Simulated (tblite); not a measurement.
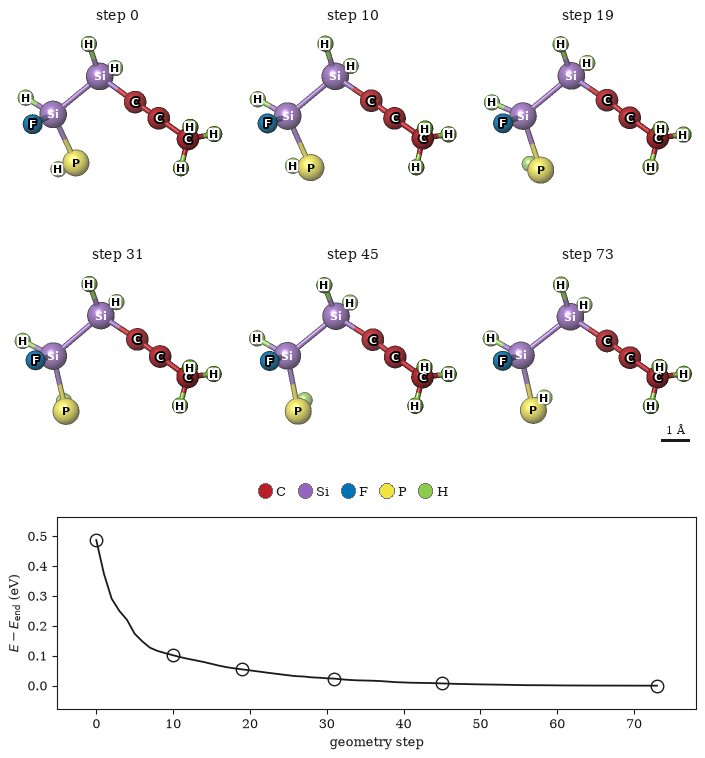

Frames of a relaxation of C3H7FPSi2 (multiplicity 2), marked on the history of the run. Style: ball-and-stick. Shown at a tilt.

The calculation used tblite, GFN2-xTB geometry optimisation, gas phase. 

Describe the path.

Answer. The atom that moves furthest after the best rigid fit is an H atom (0.71 Å). By element the largest moves are H 0.71 Å, P 0.56 Å, Si 0.11 Å, C 0.10 Å, F 0.10 Å. Some distances before and after: Si–Si 2.246 → 2.334 Å, F–Si 1.691 → 1.622 Å, P–Si 2.157 → 2.206 Å, C–C 1.492 → 1.444 Å. Among the angles between lasting bonds that change: Si–P–H 108.1° → 93.1°, Si–Si–P 106.4° → 116.2°, F–Si–H 108.3° → 100.4°. Groups turn about P–Si by about 60°. The energy falls by 0.487 eV in 73 geometry steps. The run took 0.62 s on 1 thread of Arm Neoverse V1 (shared host). From step 0 to 10: the P atom moves most (0.18 Å), energy −0.385 eV. From step 10 to 19: the P atom moves most (0.21 Å), energy −0.047 eV. From step 19 to 31: the P atom moves most (0.19 Å), energy −0.031 eV. From step 31 to 45: an H atom moves most (0.22 Å), energy −0.016 eV. From step 45 to 73: an H atom moves most (0.21 Å), energy −0.008 eV.
